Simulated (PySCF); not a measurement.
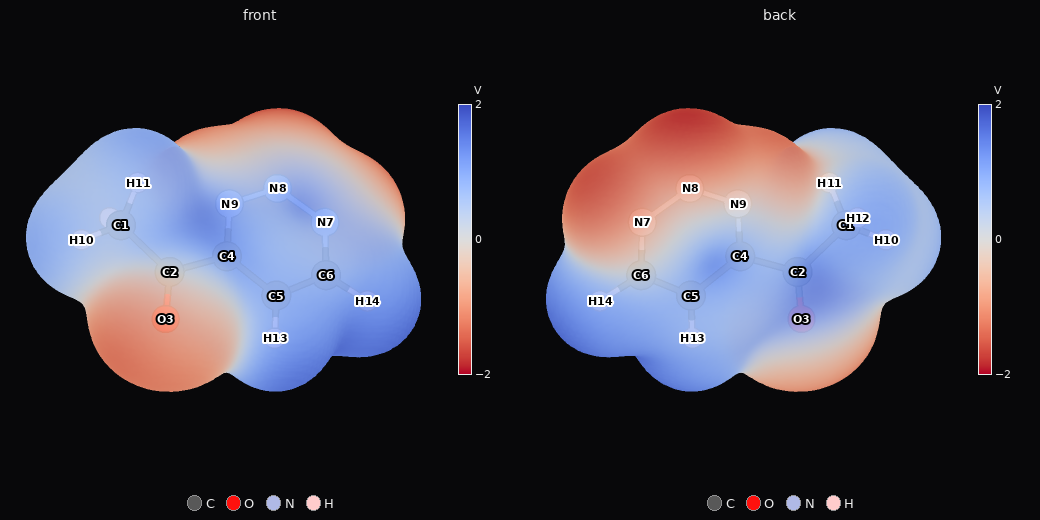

The picture shows: C₅H₅N₃O. The molecular electrostatic potential painted on the density surface at 0.002 e/bohr³, seen from the front and from behind; red is negative and blue positive.

Geometry: GFN2-xTB.

Theory: PBE0/pcSseg-1, SCF density, gas phase, non-relativistic in PySCF 2.14.0.

```json
{"atom": "C", "x (Å)": "-2.2937", "y (Å)": "0.0157", "z (Å)": "-0.5921"}
{"atom": "C", "x (Å)": "-1.2922", "y (Å)": "0.2127", "z (Å)": "0.4989"}
{"atom": "O", "x (Å)": "-1.5585", "y (Å)": "0.5095", "z (Å)": "1.6377"}
{"atom": "C", "x (Å)": "0.1387", "y (Å)": "0.0115", "z (Å)": "0.0825"}
{"atom": "C", "x (Å)": "1.1834", "y (Å)": "0.1593", "z (Å)": "0.9942"}
{"atom": "C", "x (Å)": "2.4502", "y (Å)": "-0.0568", "z (Å)": "0.4689"}
{"atom": "N", "x (Å)": "2.6148", "y (Å)": "-0.3783", "z (Å)": "-0.8072"}
{"atom": "N", "x (Å)": "1.5956", "y (Å)": "-0.4964", "z (Å)": "-1.5896"}
{"atom": "N", "x (Å)": "0.3877", "y (Å)": "-0.3138", "z (Å)": "-1.1862"}
{"atom": "H", "x (Å)": "-3.2988", "y (Å)": "0.1792", "z (Å)": "-0.2143"}
{"atom": "H", "x (Å)": "-2.0769", "y (Å)": "0.7036", "z (Å)": "-1.4065"}
{"atom": "H", "x (Å)": "-2.1964", "y (Å)": "-0.9918", "z (Å)": "-0.9912"}
{"atom": "H", "x (Å)": "0.9933", "y (Å)": "0.4221", "z (Å)": "2.0226"}
{"atom": "H", "x (Å)": "3.3521", "y (Å)": "0.0231", "z (Å)": "1.0601"}
```

### Which sites attract a positive test charge, and which a negative one?

A positive charge is drawn to the negative regions and a negative charge to the positive ones. The most negative region (about −1.8 V) lies over N8, the most positive (about +1.6 V) over C5, C6 and H14. N8 is the likeliest acceptor of a hydrogen bond.
